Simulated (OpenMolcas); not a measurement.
**Ti²⁺: CASSCF and CASPT2 terms and fine-structure levels**

Aim: the low terms and levels of Ti²⁺, with their order and spacing, then second-order correlation.

The numbers are computed with OpenMolcas 26.06 (state-averaged CASSCF and CASPT2, spin-orbit coupling by RASSI with atomic mean-field integrals), except any that are marked as measured or tabulated.

### Step 1. What is computed

| Quantity | Value |
| --- | --- |
| Species | Ti²⁺ (titanium, Z = 22, 20 electrons) |
| Basis | ANO-R2 [6s5p4d2f1g], 64 functions |
| Scalar Hamiltonian | X2C, finite nucleus |
| Inactive shells | 1s 2s 2p 3s 3p |
| Active space | 2 electrons in 6 orbitals (3d 4s) |
| Some configurations of this space | 4s², 3d 4s, 3d² |
| Orbitals | optimised for the ground-state spin in each parity, averaged over the low roots |

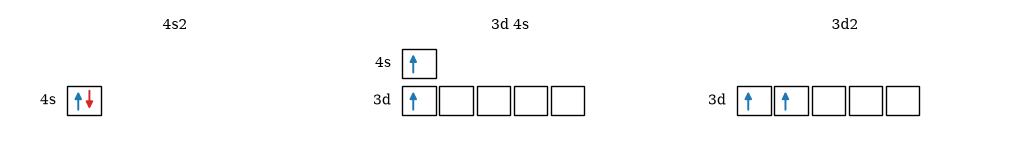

Outer shells as boxes.

Each step is its own input file, run in one work folder so that later steps find the files of earlier ones. Labels, J, g values, rates, χT and fits are worked out afterwards by a script from the matrices that RASSI stores.

### Step 2. GATEWAY and SEWARD: basis and integrals

The input, a.inp:

```
&GATEWAY
Coord
1

Ti 0.0 0.0 0.0
Basis=ANO-R2
Group=XYZ
NoMove
AngMom=0.0 0.0 0.0
AMFI
&SEWARD
```

### Step 3. Reference wave functions, triplets of even parity, 15 roots

The input, a.inp:

```
&RASSCF
FileOrb=start.orb
Symmetry=1
Spin=3
nActEl=2 0 0
Inactive=3 6
Ras2=6 0
CIRoot=15 15 1
SDav=15
CIMx=300
Iter=120 100
PrWF=0.3
OrbListing=Nothing
MaxOrb=0
Atom
>>> COPY $Project.JobIph JOB001
```

start.orb holds the contracted functions of the basis, ordered by shell, or the orbitals of the step before.

### Step 4. CASSCF: singlets of even parity, 21 roots

The input, a.inp:

```
&RASSCF
FileOrb=start.orb
Symmetry=1
Spin=1
nActEl=2 0 0
Inactive=3 6
Ras2=6 0
CIRoot=21 21 1
SDav=21
CIMx=300
Iter=120 100
PrWF=0.3
OrbListing=Nothing
MaxOrb=0
Atom
CIOnly
>>> COPY $Project.JobIph JOB002
```

### Step 5. RASSI: spin-orbit coupling between the states

The input, a.inp:

```
&RASSI
NrOfJobIphs=2 15 20
1 2 3 4 5 6 7 8 9 10 11 12 13 14 15
1 2 3 4 5 6 7 8 9 10 11 12 13 14 15 16 17 18 19 20
IphNames
JOB001
JOB002
EJob
SpinOrbit
DIPRint=1.0
SOCoupling=1000.0
Subsets=2
MEES
Property=10
'ANGMOM' 1 'ANGMOM' 2 'ANGMOM' 3 'MLTPL  1' 1 'MLTPL  1' 2 'MLTPL  1' 3
'AMFI' 1 'AMFI' 2 'AMFI' 3 'MLTPL  2' 6
SOProperty=3
'ANGMOM' 1 'ANGMOM' 2 'ANGMOM' 3
```

### Step 6. CASPT2: IPEA 0.25, imaginary shift 0.1 (closed shells correlated: 3s 3p)

The input, a.inp:

```
>>> COPY JOB001 $Project.JobIph
&CASPT2
Multistate=15 1 2 3 4 5 6 7 8 9 10 11 12 13 14 15
Frozen=2 3
IPEA=0.25
Imaginary=0.1
MaxIter=60
WThr=0.0 0.3 0.05
PrWF=0.5
NoMix
>>> COPY JOB002 $Project.JobIph
&CASPT2
Multistate=20 1 2 3 4 5 6 7 8 9 10 11 12 13 14 15 16 17 18 19 20
Frozen=2 3
IPEA=0.25
Imaginary=0.1
MaxIter=60
WThr=0.0 0.3 0.05
PrWF=0.5
NoMix
```

(Steps that only read results are left out.)

**Question.** What will these runs give? Wanted: lowest level; first excited level; lowest level of another term; spin-orbit lowering of the lowest level; strongest of the lines computed, by gA.

The runs gave:

| quantity | value |
| --- | --- |
| method | SS-CASPT2, IPEA 0.25, imaginary shift 0.1 (closed shells correlated: 3s 3p) |
| lowest level | 3d² ³F₂, 100 % of that term, g = 0.666 |
| ground level listed by NIST | 3F2 |
| first excited level | 3d² ³F₃ at 192 cm⁻¹ |
| lowest level of another term | 3d² ¹D₂ at 8120 cm⁻¹ |
| spin-orbit lowering of the lowest level | 254 cm⁻¹ |
| strongest of the lines computed, by gA (one parity, so forbidden lines), at CASSCF energies | 3d 4s ³D₃ → 3d² ³F₄, 256.4 nm, A = 4.73e+01 s⁻¹ |

What each method costs and misses:

```csv
method,time of its own steps,time with the reference,mean absolute difference from the measured levels (cm-1)
A. CASSCF,10 s,10 s,2900
"B. SS-CASPT2, IPEA 0.25, imaginary shift 0.1, +3s 3p",9.8 s,20 s,260
```

Times are of one thread on a shared host.

In words: The multiplet ³F is regular; its intervals divided by the larger J differ by 3 % of their mean, where Landé's rule for pure LS coupling makes them equal. Second-order correlation (method B) scales the levels of the lowest configuration above 5000 cm⁻¹ by 0.72 to 0.81. Method B lies closest to the measured levels (260 cm⁻¹ on average) and A farthest (2900). Only the configurations of the active space and the roots asked for are present. The singlets rest on orbitals optimised for another spin in at least one step, which raises them against the optimised states. Not all states of the active space went into the spin-orbit step. CASPT2 does not keep the components of a term degenerate, and the means are used. Configurations with different d counts are hard to place against each other, and can be off by thousands to tens of thousands of cm-1. Only valence configurations of the active space appear, up to the ionisation limit; * or ° marks odd parity.
